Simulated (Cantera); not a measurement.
Charge: 1 mol B₂O₃, 9.2 mol HF, 2.9 mol BCl₃, held at 13300 Pa.

Equilibrium computed with Cantera from the NASA thermochemical tables; the gas is ideal and each condensed phase is pure. Candidate condensed phases: B, B₂O₃, B₃O₃H₃, H₂O; 56 gas species. The tables' values for BOCl, BF₂, BClF are old estimates; treat these amounts as uncertain. Gases not in the tables: H₃BO₃, BHCl₂. Kinetics and transport are ignored.

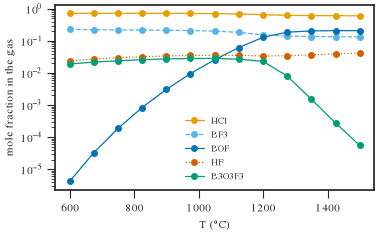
Figure: Equilibrium gas composition (values under 1e-9 drawn at 1e-9)

Read off the mole fractions at 975 °C.

HCl about 0.71, BF₃ about 0.21, HF about 0.035, B₃O₃F₃ about 0.028, BOF about 0.0095.
